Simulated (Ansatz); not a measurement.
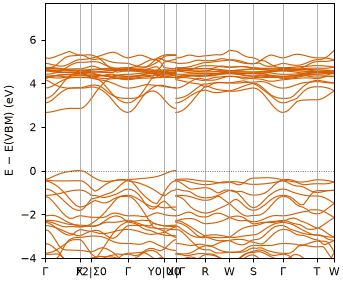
Fig. 1. Band structure from DFT-r²SCAN in the program Ansatz with PAW potentials

### Question
Read off the gap and where the band edges lie.

### Answer
About 2.7 eV (2.66 eV by a search for the band edges); maximum at X, minimum at Γ.

The material is LaZrNO$_{2}$ in space group I2_12_12_1 (No. 24; Pearson symbol oI20).

The start of the workflow was typed in or built on a structure type; neither database checked (COD, Materials Project) lists it. Its standing as an ambient phase is unchecked. Symmetry was held in the r²SCAN relaxation; whether a distortion lowers the energy is not shown. No spin polarisation was allowed. Scalar-relativistic: spin–orbit coupling is off unless named, which matters more the heavier the elements.

Potentials: the earlier of the program's two PAW sets.
